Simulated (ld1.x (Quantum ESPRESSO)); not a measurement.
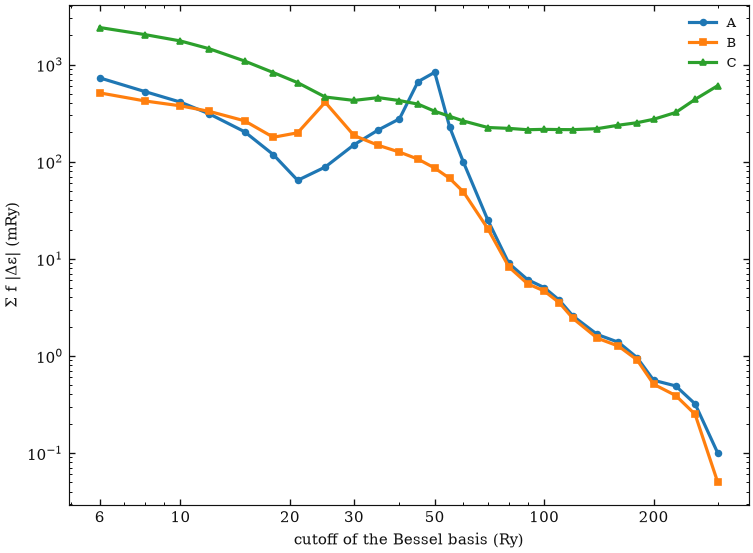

The occupation-weighted error of the valence levels in a spherical-Bessel basis for 3 variants of one potential.

Base settings:

```json
{
  "Element": "bromine (Br)",
  "Generator": "ld1.x (Quantum ESPRESSO) 7.5",
  "Type": "norm-conserving Troullier–Martins (Kleinman–Bylander form)",
  "Functional": "PBE",
  "Relativity": "scalar-relativistic",
  "Frozen core": "[Ar] 3d10",
  "Valence charge": "7",
  "Reference configuration": "4s2 4p5",
  "Partial waves": "4p (bound): rc 1.20 bohr; 4s (bound): rc 1.25 bohr",
  "Local potential": "the s channel",
  "Core correction": "none"
}
```

Match the curves to these variants:
1. base
2. local potential all-electron potential smoothed inside 0.95 bohr (lloc = -1)
3. all radii scaled by 0.78 (s 0.98, p 0.94 bohr)

Answer. A = 1, B = 2, C = 3.

Of the 3 potentials behind this page, the base run counted, 3 are unsound (ghost states, missed reference levels or an overlap that isn't positive definite).
